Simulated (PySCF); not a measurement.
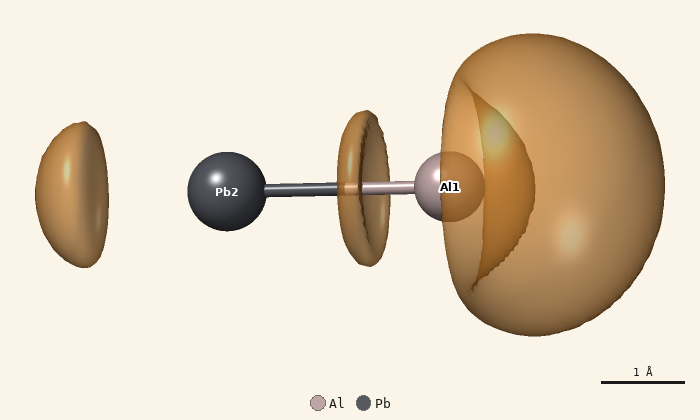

Figure. AlPb (charge −1, triplet). Isosurface of the ELF at 0.75 (orange), seen from one side. Only the valence region is drawn (cores and ρ < 0.01 e/Å³ removed).

Core potentials replace the inner electrons of Pb.

The calculation used PySCF 2.14.0, PBE0/def2-SVPD, non-relativistic Hamiltonian with scalar-relativistic core potentials where named, at a bond length of 2.739 Å.

```yaml
atoms:
  - { symbol: Al, position_ang: [0.0000, 0.0000, -2.4245] }
  - { symbol: Pb, position_ang: [0.0000, 0.0000, 0.3145] }
```

Identify the bonds, lone pairs and shells in this picture.

Answer. The surface consists of one region between bonded Al–Pb atoms (shared pairs), one lobe on Al, pointing away from the bonds (non-bonding electrons) and one lobe on Pb, pointing away from the bonds (non-bonding electrons). Profiles from the grid: Al–Pb (2.74 Å): the ELF peaks at about 0.80 between the atoms; a covalent bond.
